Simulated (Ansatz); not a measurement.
CdSe (wurtzite)

```xyz
4
Lattice="4.3827 0.0000 0.0000 -2.1914 3.7955 0.0000 0.0000 0.0000 7.1545" Properties=species:S:1:pos:R:3 pbc="T T T"
Cd     2.1914     1.2652     0.0034
Cd     0.0000     2.5304     3.5806
Se     2.1914     1.2652     4.4696
Se     0.0000     2.5304     0.8924
```

The volume is varied about the relaxed value V₀ at fixed cell shape. The atoms relax within the cell's symmetry.

Calculation: PBE (plane waves to 420 eV, PAW, scalar-relativistic; Ansatz, a program for electronic structure). k mesh 9×9×5 (Γ-centred), Fermi-Dirac smearing 0.05 eV. E stands for the smeared free energy. With the shape held, the modulus is that of even scaling; a crystal free to change shape is softer. CdSe was relaxed with its symmetry unable to fall. The zero of ΔE is the relaxed starting cell.

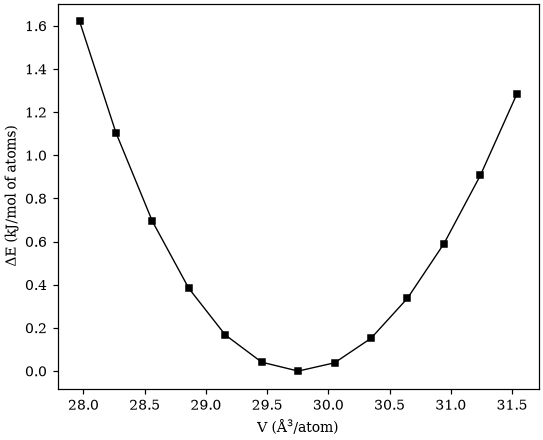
Figure. ΔE (kJ/mol of atoms) against V (Å³/atom); one marker a computed point.

The energy cost of the largest expansion is 13.3 meV/atom. The pressure for 5 % compression (fit) is 2.6 GPa. The equilibrium volume of the fit is 29.76 Å³/atom. The energy cost of the largest compression comes out as 16.8 meV/atom and the pressure derivative B₀′ (fit) is 4.7.

P = (3B₀/2)(x⁷ − x⁵)[1 + ¾(B₀′ − 4)(x² − 1)] with x = (1/0.95)^(1/3), B₀ = 44.6 GPa and B₀′ = 4.67.

(A scan under strain: stresses follow from slopes of the energy per volume, elastic moduli from its curvatures.)
